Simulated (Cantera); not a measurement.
Feed: 1 mol c-C₄F₈, 0.12 mol HCl, held at 1.00 mbar.

Method: chemical equilibrium by Gibbs-energy minimisation in Cantera with the NASA 1993 tables (ideal gas, pure condensed phases). Candidate condensed phases: C, C₆H₆, C₇H₈, C₈H₁₈; 118 gas species. The feed counts by its element totals alone. Kinetics and transport are ignored.

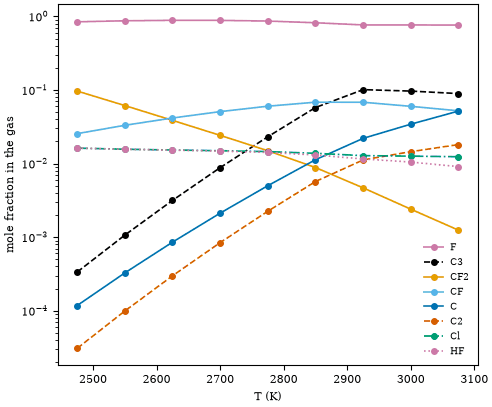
Figure. Equilibrium gas composition (values under 1e-9 drawn at 1e-9)

Read off the mole fractions at 2625 K.

F about 0.88, CF about 0.042, CF₂ about 0.039, Cl about 0.015, HF about 0.015, C₃ about 0.0032, C about 0.00085, C₂ about 0.00030.
